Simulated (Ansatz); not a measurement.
# BH₃ (singlet): B2PLYP, RKS PBE0, RPA-PBE over a scan of the scale of all distances, cc-pVDZ, part 1 of 2

Aim: run BH₃ (singlet) with these functionals over a scan of the scale of all distances, and hold them against the top wave-function level at the same points.

Program: Ansatz 0.2.0, Gaussian basis. Level of theory: cc-pVDZ, all electrons in the functionals, frozen cores in the correlation of double hybrids and RPA. These are calculated values, not measurements.

The runs, in order: B2PLYP, RKS PBE0, RPA-PBE, at 0.889; 1.000; 1.122; 1.283; 1.493; 1.750; 2.034; 2.393 (not every functional at every point).

14 further runs of the same task are left out: 4 for a known fault of the program, 8 that didn't finish, 2 set aside as unsound or not needed.

## Step 1: The system

The geometry derives from a PBE0/def2-TZVP stationary point (not a proven minimum). All distances are scaled together.

4 atoms, charge 0, spin multiplicity 1.

Atoms are counted from 1 here; the program's logs count them from 0.

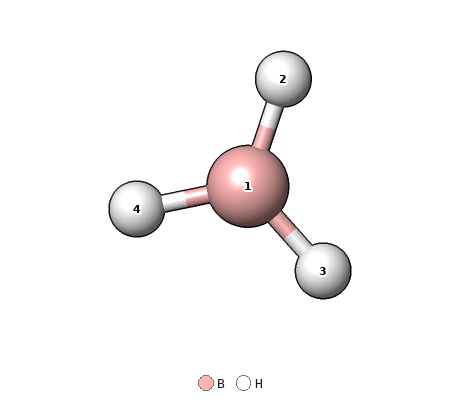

The structure; boron pink, hydrogen white; atoms are numbered from 1 in the order of the file.

No dispersion term is added.

The geometry shown and the zero of energy belong to the point 1.000. The yardstick, FCI, and other wave-function levels (R restricted, U unrestricted, valence and pair active spaces) come from earlier runs.

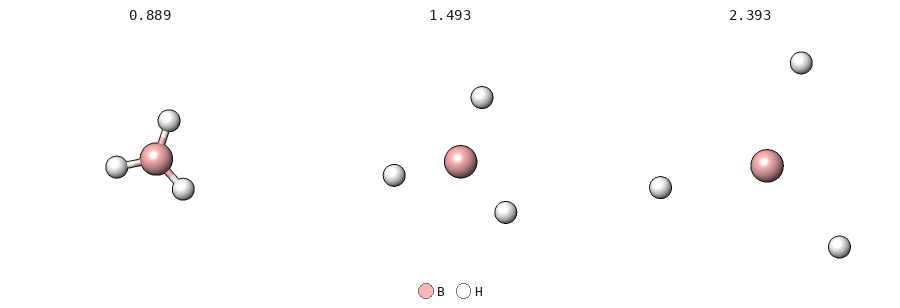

Three points of the scan; sticks are drawn by distance.

## Step 2: B2PLYP, 0.889

in.yaml reads:

```yaml
crystal:
  periodic: [false, false, false]
  atoms:
    - {symbol: B, position_ang: [0.000000, 0.000000, 0.000000]}
    - {symbol: H, position_ang: [1.060912, 0.012940, -0.000229]}
    - {symbol: H, position_ang: [-0.541663, 0.912303, -0.002522]}
    - {symbol: H, position_ang: [-0.519249, -0.925243, 0.002751]}
basis:
  gaussian: {orbitals: cc-pVDZ}
hamiltonian: {xc: {name: B2PLYP}}
correlation: {electrons: outside_noble_gas}
```

Started as:

```bash
$ ansatz run in.yaml --threads 1 --pin off --events-out ev --progress --plain --max-ram 2393MiB
```

Standard output:

```text
Functional definition: B2PLYP
  name "B2PLYP"
  cite "Grimme, J. Chem. Phys. 124, 034108 (2006) doi:10.1063/1.2148954"
  cite "Becke, Phys. Rev. A 38, 3098 (1988) doi:10.1103/PhysRevA.38.3098"
  cite "Lee, Yang & Parr, Phys. Rev. B 37, 785 (1988) doi:10.1103/PhysRevB.37.785"
  parameter a = 0.53
  parameter c = 0.27
  exchange = (1 - a)*b88_x + a*exact_x
  correlation = (1 - c)*lyp_c + c*(mp2_os + mp2_ss)
259 factors; integrals over basis functions are off by at most 1.0e-3 eV
mean field evaluation 1: about -720.7278 eV, gradient 9.3e0 eV
mean field evaluation 2: about -720.7262 eV, gradient 9.3e0 eV
mean field evaluation 4: about -721.0489 eV, gradient 2.4e-1 eV
mean field evaluation 8: about -721.0491 eV, gradient 4.3e-5 eV
mean field -721.04910876 eV, -26.4980660024 hartree, gradient 3.8e-6 eV, S^2 0.000000; 0 other end points of the search recorded, 0 dependent functions left out
1 core orbitals not correlated: weight in the atoms' cores, before any rotation towards them, 1.000 or more for the frozen orbitals, at most 0.000 for the correlated occupied ones
reference -721.04921763 eV, -26.4980700031 hartree; 3, 3 occupied and 25, 25 virtual orbitals, 259 factors
second order -2.95482544 eV of doubles, -0.00000000 eV of singles
Total energy: -721.84702050 eV, -26.5273887178 hartree
```

Run time: 0.3 s. Hardware: 1 thread of Arm Neoverse V2, shared host.

## Step 3: B2PLYP, 1.000

in.yaml reads:

```yaml
crystal:
  periodic: [false, false, false]
  atoms:
    - {symbol: B, position_ang: [0.000000, 0.000000, 0.000000]}
    - {symbol: H, position_ang: [1.193377, 0.014556, -0.000258]}
    - {symbol: H, position_ang: [-0.609294, 1.026213, -0.002837]}
    - {symbol: H, position_ang: [-0.584082, -1.040768, 0.003095]}
basis:
  gaussian: {orbitals: cc-pVDZ}
hamiltonian: {xc: {name: B2PLYP}}
correlation: {electrons: outside_noble_gas}
```

The command is unchanged.

Standard output, shortened:

```text
Functional definition: B2PLYP
  name "B2PLYP"
  cite "Grimme, J. Chem. Phys. 124, 034108 (2006) doi:10.1063/1.2148954"
  cite "Becke, Phys. Rev. A 38, 3098 (1988) doi:10.1103/PhysRevA.38.3098"
  cite "Lee, Yang & Parr, Phys. Rev. B 37, 785 (1988) doi:10.1103/PhysRevB.37.785"
[...]
259 factors; integrals over basis functions are off by at most 1.2e-3 eV
[...]
mean field -721.95846326 eV, -26.5314841638 hartree, gradient 3.7e-6 eV, S^2 0.000000; 0 other end points of the search recorded, 0 dependent functions left out
1 core orbitals not correlated: weight in the atoms' cores, before any rotation towards them, 1.000 or more for the frozen orbitals, at most 0.000 for the correlated occupied ones
reference -721.95857613 eV, -26.5314883115 hartree; 3, 3 occupied and 25, 25 virtual orbitals, 259 factors
second order -3.04647460 eV of doubles, -0.00000000 eV of singles
Total energy: -722.78112427 eV, -26.5617163982 hartree
```

It took 0.3 s on 1 thread of Arm Neoverse V2, shared host.

## Step 4: B2PLYP, 1.122

in.yaml reads:

```yaml
crystal:
  periodic: [false, false, false]
  atoms:
    - {symbol: B, position_ang: [0.000000, 0.000000, 0.000000]}
    - {symbol: H, position_ang: [1.338969, 0.016331, -0.000289]}
    - {symbol: H, position_ang: [-0.683628, 1.151411, -0.003183]}
    - {symbol: H, position_ang: [-0.655340, -1.167742, 0.003473]}
basis:
  gaussian: {orbitals: cc-pVDZ}
hamiltonian: {xc: {name: B2PLYP}}
correlation: {electrons: outside_noble_gas}
```

The command is unchanged.

Standard output, shortened:

```text
Functional definition: B2PLYP
  name "B2PLYP"
  cite "Grimme, J. Chem. Phys. 124, 034108 (2006) doi:10.1063/1.2148954"
  cite "Becke, Phys. Rev. A 38, 3098 (1988) doi:10.1103/PhysRevA.38.3098"
  cite "Lee, Yang & Parr, Phys. Rev. B 37, 785 (1988) doi:10.1103/PhysRevB.37.785"
[...]
259 factors; integrals over basis functions are off by at most 1.4e-3 eV
[...]
mean field -721.36828379 eV, -26.5097954684 hartree, gradient 4.3e-6 eV, S^2 0.000000; 0 other end points of the search recorded, 0 dependent functions left out
1 core orbitals not correlated: weight in the atoms' cores, before any rotation towards them, 1.000 or more for the frozen orbitals, at most 0.000 for the correlated occupied ones
reference -721.36840108 eV, -26.5097997786 hartree; 3, 3 occupied and 25, 25 virtual orbitals, 259 factors
second order -3.17780540 eV of doubles, -0.00000000 eV of singles
Total energy: -722.22640854 eV, -26.5413309710 hartree
```

It took 0.3 s on 1 thread of Arm Neoverse V2, shared host.

From 1.000: +0.555 eV.

## Step 5: B2PLYP, 1.283

in.yaml reads:

```yaml
crystal:
  periodic: [false, false, false]
  atoms:
    - {symbol: B, position_ang: [0.000000, 0.000000, 0.000000]}
    - {symbol: H, position_ang: [1.531102, 0.018675, -0.000331]}
    - {symbol: H, position_ang: [-0.781725, 1.316631, -0.003640]}
    - {symbol: H, position_ang: [-0.749378, -1.335306, 0.003971]}
basis:
  gaussian: {orbitals: cc-pVDZ}
hamiltonian: {xc: {name: B2PLYP}}
correlation: {electrons: outside_noble_gas}
```

Launched as before.

Standard output, shortened:

```text
Functional definition: B2PLYP
  name "B2PLYP"
  cite "Grimme, J. Chem. Phys. 124, 034108 (2006) doi:10.1063/1.2148954"
  cite "Becke, Phys. Rev. A 38, 3098 (1988) doi:10.1103/PhysRevA.38.3098"
  cite "Lee, Yang & Parr, Phys. Rev. B 37, 785 (1988) doi:10.1103/PhysRevB.37.785"
[...]
265 factors; integrals over basis functions are off by at most 1.4e-3 eV
[...]
mean field -719.40200301 eV, -26.4375359823 hartree, gradient 4.8e-6 eV, S^2 0.000000; 0 other end points of the search recorded, 0 dependent functions left out
1 core orbitals not correlated: weight in the atoms' cores, before any rotation towards them, 1.000 or more for the frozen orbitals, at most 0.000 for the correlated occupied ones
reference -719.40212604 eV, -26.4375405039 hartree; 3, 3 occupied and 25, 25 virtual orbitals, 265 factors
second order -3.40943257 eV of doubles, -0.00000000 eV of singles
Total energy: -720.32267284 eV, -26.4713699746 hartree
```

Wall time 0.3 s (1 thread of Arm Neoverse V2, shared host).

From 1.000: +2.458 eV.

## Step 6: B2PLYP, 1.493

in.yaml reads:

```yaml
crystal:
  periodic: [false, false, false]
  atoms:
    - {symbol: B, position_ang: [0.000000, 0.000000, 0.000000]}
    - {symbol: H, position_ang: [1.781712, 0.021731, -0.000385]}
    - {symbol: H, position_ang: [-0.909677, 1.532135, -0.004236]}
    - {symbol: H, position_ang: [-0.872035, -1.553867, 0.004621]}
basis:
  gaussian: {orbitals: cc-pVDZ}
hamiltonian: {xc: {name: B2PLYP}}
correlation: {electrons: outside_noble_gas}
```

The command is unchanged.

Standard output, shortened:

```text
Functional definition: B2PLYP
  name "B2PLYP"
  cite "Grimme, J. Chem. Phys. 124, 034108 (2006) doi:10.1063/1.2148954"
  cite "Becke, Phys. Rev. A 38, 3098 (1988) doi:10.1103/PhysRevA.38.3098"
  cite "Lee, Yang & Parr, Phys. Rev. B 37, 785 (1988) doi:10.1103/PhysRevB.37.785"
[...]
268 factors; integrals over basis functions are off by at most 1.7e-3 eV
[...]
mean field -716.23544826 eV, -26.3211672419 hartree, gradient 2.9e-6 eV, S^2 0.000000; 0 other end points of the search recorded, 0 dependent functions left out
1 core orbitals not correlated: weight in the atoms' cores, before any rotation towards them, 1.000 or more for the frozen orbitals, at most 0.000 for the correlated occupied ones
reference -716.23558067 eV, -26.3211721076 hartree; 3, 3 occupied and 25, 25 virtual orbitals, 268 factors
second order -3.84817729 eV of doubles, -0.00000000 eV of singles
Total energy: -717.27458853 eV, -26.3593549424 hartree
```

Wall time 0.3 s (1 thread of Arm Neoverse V2, shared host).

From 1.000: +5.507 eV.

## Step 7: B2PLYP, 1.750

in.yaml reads:

```yaml
crystal:
  periodic: [false, false, false]
  atoms:
    - {symbol: B, position_ang: [0.000000, 0.000000, 0.000000]}
    - {symbol: H, position_ang: [2.088409, 0.025472, -0.000451]}
    - {symbol: H, position_ang: [-1.066265, 1.795872, -0.004965]}
    - {symbol: H, position_ang: [-1.022144, -1.821344, 0.005416]}
basis:
  gaussian: {orbitals: cc-pVDZ}
magnetization: {spin_polarized: true, initial_magnetization: 0}
hamiltonian: {xc: {name: B2PLYP}}
correlation: {electrons: outside_noble_gas}
```

The command is unchanged.

Standard output, shortened:

```text
Functional definition: B2PLYP
  name "B2PLYP"
  cite "Grimme, J. Chem. Phys. 124, 034108 (2006) doi:10.1063/1.2148954"
  cite "Becke, Phys. Rev. A 38, 3098 (1988) doi:10.1103/PhysRevA.38.3098"
  cite "Lee, Yang & Parr, Phys. Rev. B 37, 785 (1988) doi:10.1103/PhysRevB.37.785"
[...]
265 factors; integrals over basis functions are off by at most 2.0e-3 eV
[...]
mean field -712.92943690 eV, -26.1996735653 hartree, gradient 1.1e-6 eV, S^2 0.776857; 5 other end points of the search recorded, 0 dependent functions left out
1 core orbitals not correlated: weight in the atoms' cores, before any rotation towards them, 1.000 or more for the frozen orbitals, at most 0.000 for the correlated occupied ones
reference -712.92958552 eV, -26.1996790268 hartree; 3, 3 occupied and 25, 25 virtual orbitals, 265 factors
second order -2.98213742 eV of doubles, -0.00000000 eV of singles
Total energy: -713.73476262 eV, -26.2292687396 hartree
```

Run time: 1.3 s. Hardware: 1 thread of Arm Neoverse V2, shared host.

From the report: ⟨S²⟩ of the determinant 0.777 (pure singlet: 0.00). The determinant is far from a pure spin state, so its energy mixes those of several spin states (harmless only where they are near-degenerate, as at dissociation).

From 1.000: +9.046 eV.

## Step 8: B2PLYP, 2.034

in.yaml reads:

```yaml
crystal:
  periodic: [false, false, false]
  atoms:
    - {symbol: B, position_ang: [0.000000, 0.000000, 0.000000]}
    - {symbol: H, position_ang: [2.427328, 0.029606, -0.000525]}
    - {symbol: H, position_ang: [-1.239305, 2.087316, -0.005770]}
    - {symbol: H, position_ang: [-1.188024, -2.116922, 0.006295]}
basis:
  gaussian: {orbitals: cc-pVDZ}
magnetization: {spin_polarized: true, initial_magnetization: 0}
hamiltonian: {xc: {name: B2PLYP}}
correlation: {electrons: outside_noble_gas}
```

Same command.

Standard output, shortened:

```text
Functional definition: B2PLYP
  name "B2PLYP"
  cite "Grimme, J. Chem. Phys. 124, 034108 (2006) doi:10.1063/1.2148954"
  cite "Becke, Phys. Rev. A 38, 3098 (1988) doi:10.1103/PhysRevA.38.3098"
  cite "Lee, Yang & Parr, Phys. Rev. B 37, 785 (1988) doi:10.1103/PhysRevB.37.785"
[...]
259 factors; integrals over basis functions are off by at most 2.2e-3 eV
[...]
mean field -711.40762805 eV, -26.1437481216 hartree, gradient 7.0e-6 eV, S^2 1.530367; 11 other end points of the search recorded, 0 dependent functions left out
1 core orbitals not correlated: weight in the atoms' cores, before any rotation towards them, 1.000 or more for the frozen orbitals, at most 0.000 for the correlated occupied ones
reference -711.40779237 eV, -26.1437541599 hartree; 3, 3 occupied and 25, 25 virtual orbitals, 259 factors
second order -1.82957750 eV of doubles, -0.00000000 eV of singles
Total energy: -711.90177829 eV, -26.1619078078 hartree
```

It took 1.6 s on 1 thread of Arm Neoverse V2, shared host.

From the report: ⟨S²⟩ of the determinant 1.530 (pure singlet: 0.00). The determinant is far from a pure spin state, so its energy mixes those of several spin states (harmless only where they are near-degenerate, as at dissociation).

From 1.000: +10.879 eV.

## Step 9: B2PLYP, 2.393

in.yaml reads:

```yaml
crystal:
  periodic: [false, false, false]
  atoms:
    - {symbol: B, position_ang: [0.000000, 0.000000, 0.000000]}
    - {symbol: H, position_ang: [2.855751, 0.034831, -0.000617]}
    - {symbol: H, position_ang: [-1.458042, 2.455727, -0.006789]}
    - {symbol: H, position_ang: [-1.397709, -2.490558, 0.007406]}
basis:
  gaussian: {orbitals: cc-pVDZ}
magnetization: {spin_polarized: true, initial_magnetization: 0}
hamiltonian: {xc: {name: B2PLYP}}
correlation: {electrons: outside_noble_gas}
```

The command is unchanged.

Standard output, shortened:

```text
Functional definition: B2PLYP
  name "B2PLYP"
  cite "Grimme, J. Chem. Phys. 124, 034108 (2006) doi:10.1063/1.2148954"
  cite "Becke, Phys. Rev. A 38, 3098 (1988) doi:10.1103/PhysRevA.38.3098"
  cite "Lee, Yang & Parr, Phys. Rev. B 37, 785 (1988) doi:10.1103/PhysRevB.37.785"
[...]
259 factors; integrals over basis functions are off by at most 5.8e-4 eV
[...]
mean field -710.81673953 eV, -26.1220333689 hartree, gradient 1.2e-6 eV, S^2 1.818285; 13 other end points of the search recorded, 0 dependent functions left out
1 core orbitals not correlated: weight in the atoms' cores, before any rotation towards them, 1.000 or more for the frozen orbitals, at most 0.000 for the correlated occupied ones
reference -710.81692199 eV, -26.1220400742 hartree; 3, 3 occupied and 25, 25 virtual orbitals, 259 factors
second order -1.48976935 eV of doubles, -0.00000000 eV of singles
Total energy: -711.21915972 eV, -26.1368220379 hartree
```

It took 1.8 s on 1 thread of Arm Neoverse V2, shared host.

From the report: ⟨S²⟩ of the determinant 1.818 (pure singlet: 0.00). The determinant is far from a pure spin state, so its energy mixes those of several spin states (harmless only where they are near-degenerate, as at dissociation).

From 1.000: +11.562 eV.

## Step 10: RKS PBE0, 1.750

in.yaml reads:

```yaml
crystal:
  periodic: [false, false, false]
  atoms:
    - {symbol: B, position_ang: [0.000000, 0.000000, 0.000000]}
    - {symbol: H, position_ang: [2.088409, 0.025472, -0.000451]}
    - {symbol: H, position_ang: [-1.066265, 1.795872, -0.004965]}
    - {symbol: H, position_ang: [-1.022144, -1.821344, 0.005416]}
basis:
  gaussian: {orbitals: cc-pVDZ}
hamiltonian: {xc: {name: PBE0}}
```

The command is unchanged.

Standard output:

```text
Functional definition: PBE0
  name "PBE0"
  cite "Adamo & Barone, J. Chem. Phys. 110, 6158 (1999) doi:10.1063/1.478522"
  cite "Perdew, Burke & Ernzerhof, Phys. Rev. Lett. 77, 3865 (1996) doi:10.1103/PhysRevLett.77.3865"
  parent pbe
  parameter a = 0.25
  parameter kappa = 0.804
  parameter beta = 0.06672455060314922
  exchange = (1 - a)*pbe_x(kappa = kappa, mu = beta*pi^2/3) + a*exact_x
  correlation = pbe_c(beta = beta)
328 factors; their error is unknown
mean field evaluation 1: about -713.5639 eV, gradient 6.8e0 eV
mean field evaluation 2: about -713.1689 eV, gradient 1.2e1 eV
mean field evaluation 4: about -713.8533 eV, gradient 4.7e-2 eV
mean field evaluation 8: about -713.8305 eV, gradient 3.4e-3 eV
mean field -713.83049575 eV, -26.2327868672 hartree, gradient 3.3e-6 eV, S^2 0.000000; 0 other end points of the search recorded, 0 dependent functions left out
reference -713.83051942 eV, -26.2327877369 hartree; 4, 4 occupied and 25, 25 virtual orbitals, 328 factors
Total energy: -713.83051942 eV, -26.2327877369 hartree
```

Run time: 0.21 s. Hardware: 1 thread of Arm Neoverse V2, shared host.

## Step 11: RKS PBE0, 2.034

in.yaml reads:

```yaml
crystal:
  periodic: [false, false, false]
  atoms:
    - {symbol: B, position_ang: [0.000000, 0.000000, 0.000000]}
    - {symbol: H, position_ang: [2.427328, 0.029606, -0.000525]}
    - {symbol: H, position_ang: [-1.239305, 2.087316, -0.005770]}
    - {symbol: H, position_ang: [-1.188024, -2.116922, 0.006295]}
basis:
  gaussian: {orbitals: cc-pVDZ}
hamiltonian: {xc: {name: PBE0}}
```

Same command.

Standard output:

```text
Functional definition: PBE0
  name "PBE0"
  cite "Adamo & Barone, J. Chem. Phys. 110, 6158 (1999) doi:10.1063/1.478522"
  cite "Perdew, Burke & Ernzerhof, Phys. Rev. Lett. 77, 3865 (1996) doi:10.1103/PhysRevLett.77.3865"
  parent pbe
  parameter a = 0.25
  parameter kappa = 0.804
  parameter beta = 0.06672455060314922
  exchange = (1 - a)*pbe_x(kappa = kappa, mu = beta*pi^2/3) + a*exact_x
  correlation = pbe_c(beta = beta)
328 factors; their error is unknown
mean field evaluation 1: about -710.4179 eV, gradient 9.1e0 eV
mean field evaluation 2: about -708.0705 eV, gradient 2.4e1 eV
mean field evaluation 4: about -711.0364 eV, gradient 1.9e-1 eV
mean field evaluation 8: about -711.0219 eV, gradient 1.0e-1 eV
mean field -711.02193535 eV, -26.1295741760 hartree, gradient 6.6e-5 eV, S^2 0.000000; 0 other end points of the search recorded, 0 dependent functions left out
reference -711.02196193 eV, -26.1295751530 hartree; 4, 4 occupied and 25, 25 virtual orbitals, 328 factors
Total energy: -711.02196193 eV, -26.1295751530 hartree
```

It took 0.21 s on 1 thread of Arm Neoverse V2, shared host.

## Step 12: RKS PBE0, 2.393

in.yaml reads:

```yaml
crystal:
  periodic: [false, false, false]
  atoms:
    - {symbol: B, position_ang: [0.000000, 0.000000, 0.000000]}
    - {symbol: H, position_ang: [2.855751, 0.034831, -0.000617]}
    - {symbol: H, position_ang: [-1.458042, 2.455727, -0.006789]}
    - {symbol: H, position_ang: [-1.397709, -2.490558, 0.007406]}
basis:
  gaussian: {orbitals: cc-pVDZ}
hamiltonian: {xc: {name: PBE0}}
```

Launched as before.

Standard output:

```text
Functional definition: PBE0
  name "PBE0"
  cite "Adamo & Barone, J. Chem. Phys. 110, 6158 (1999) doi:10.1063/1.478522"
  cite "Perdew, Burke & Ernzerhof, Phys. Rev. Lett. 77, 3865 (1996) doi:10.1103/PhysRevLett.77.3865"
  parent pbe
  parameter a = 0.25
  parameter kappa = 0.804
  parameter beta = 0.06672455060314922
  exchange = (1 - a)*pbe_x(kappa = kappa, mu = beta*pi^2/3) + a*exact_x
  correlation = pbe_c(beta = beta)
328 factors; their error is unknown
mean field evaluation 1: about -707.6422 eV, gradient 1.1e1 eV
mean field evaluation 2: about -692.9957 eV, gradient 5.5e1 eV
mean field evaluation 4: about -708.8069 eV, gradient 1.4e0 eV
mean field evaluation 8: about -708.8089 eV, gradient 6.5e-2 eV
mean field -708.80894025 eV, -26.0482481062 hartree, gradient 8.8e-5 eV, S^2 0.000000; 0 other end points of the search recorded, 0 dependent functions left out
reference -708.80897096 eV, -26.0482492349 hartree; 4, 4 occupied and 25, 25 virtual orbitals, 328 factors
Total energy: -708.80897096 eV, -26.0482492349 hartree
```

Wall time 0.18 s (1 thread of Arm Neoverse V2, shared host).

## Step 13: RPA-PBE, 0.889

in.yaml reads:

```yaml
crystal:
  periodic: [false, false, false]
  atoms:
    - {symbol: B, position_ang: [0.000000, 0.000000, 0.000000]}
    - {symbol: H, position_ang: [1.060912, 0.012940, -0.000229]}
    - {symbol: H, position_ang: [-0.541663, 0.912303, -0.002522]}
    - {symbol: H, position_ang: [-0.519249, -0.925243, 0.002751]}
basis:
  gaussian: {orbitals: cc-pVDZ}
hamiltonian: {xc: {name: PBE}}
correlation: {method: rpa, electrons: outside_noble_gas}
```

Same command.

Standard output:

```text
Functional definition: PBE
  name "PBE"
  cite "Perdew, Burke & Ernzerhof, Phys. Rev. Lett. 77, 3865 (1996) doi:10.1103/PhysRevLett.77.3865"
  parent pbe
  parameter kappa = 0.804
  parameter beta = 0.06672455060314922
  exchange = pbe_x(kappa = kappa, mu = beta*pi^2/3)
  correlation = pbe_c(beta = beta)
259 factors; integrals over basis functions are off by at most 1.0e-3 eV
mean field evaluation 1: about -719.6163 eV, gradient 1.8e1 eV
mean field evaluation 2: about -719.6134 eV, gradient 1.8e1 eV
mean field evaluation 4: about -721.1490 eV, gradient 6.4e-1 eV
mean field evaluation 8: about -721.1499 eV, gradient 6.2e-5 eV
mean field -721.14991908 eV, -26.5017707132 hartree, gradient 1.7e-6 eV, S^2 0.000000; 0 other end points of the search recorded, 0 dependent functions left out
1 core orbitals not correlated: weight in the atoms' cores, before any rotation towards them, 1.000 or more for the frozen orbitals, at most 0.000 for the correlated occupied ones
reference -717.09506475 eV, -26.3527575652 hartree; 3, 3 occupied and 25, 25 virtual orbitals, 259 factors
Total energy: -722.33681603 eV, -26.5453883716 hartree
```

Run time: 0.3 s. Hardware: 1 thread of Arm Neoverse V2, shared host.

(Continued in part 2 of 2.)
